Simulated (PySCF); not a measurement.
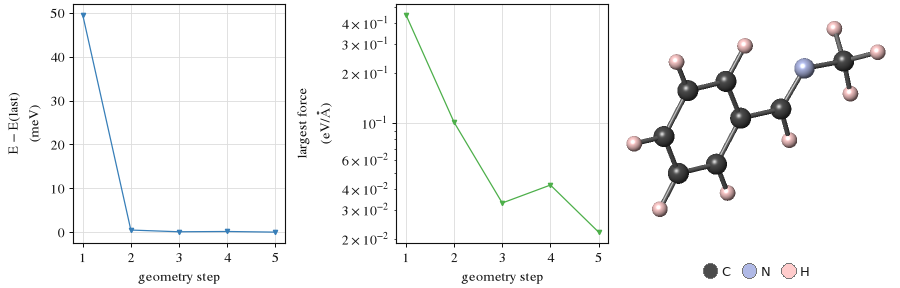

Beside the plot: the molecule at the start.

History of a geometry optimisation.

C₈H₉N (SMILES C/N=C/c1ccccc1); PySCF 2.14.0, density fitting, PBE0-D3(BJ)/def2-SVP, geometry optimisation.

How did the optimisation end?

The optimisation met its thresholds at geometry 5, counting the start as the first. The energy fell by about 50 meV from the first step to the last. The largest force goes from about 0.45 eV/Å at the start to 0.022 eV/Å at the end.
